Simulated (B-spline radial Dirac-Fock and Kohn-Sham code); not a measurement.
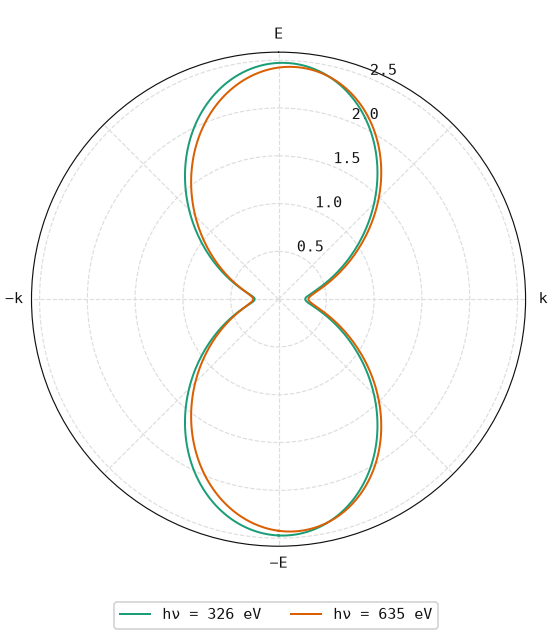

Angular distribution of photoelectrons from L3 (2p3/2) in the plane of the polarisation E (up) and the photon direction k (right), relative to an isotropic one. System: the ion P³⁺. Computed with a B-spline radial code: a Dirac–Hartree–Slater potential; 1 + βP₂(cos θ) + (δ + γ cos²θ) sin θ cos φ with E1 and E1–E2 terms.

**Is the pattern at 635 eV symmetric between forward and backward?**

No: 45° forward of E it is 1.2 times the value 45° backward, from the non-dipole terms.

**What are β, γ and δ at 635 eV?**

β = 1.423, γ = 0.302, δ = 0.024.
